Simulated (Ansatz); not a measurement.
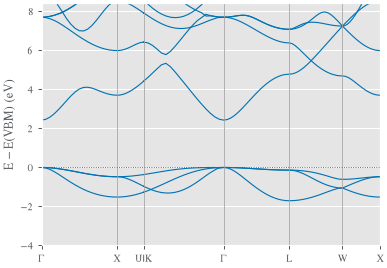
Figure: Band structure from DFT-PBEsol in the program Ansatz with PAW potentials

Task: Read off the gap and where the band edges lie.

Result: About 2.4 eV (2.43 eV by a search for the band edges); maximum at Γ, minimum at Γ.

Task: Which of these materials gives this?
A. BaO, rock salt
B. Na2S, anti-fluorite
C. NaH, rock salt

Result: B, Na2S, anti-fluorite

Space group Fm-3m (anti-fluorite). The PBEsol relaxation kept the symmetry of its start.

Potentials: the later of the program's two PAW sets.
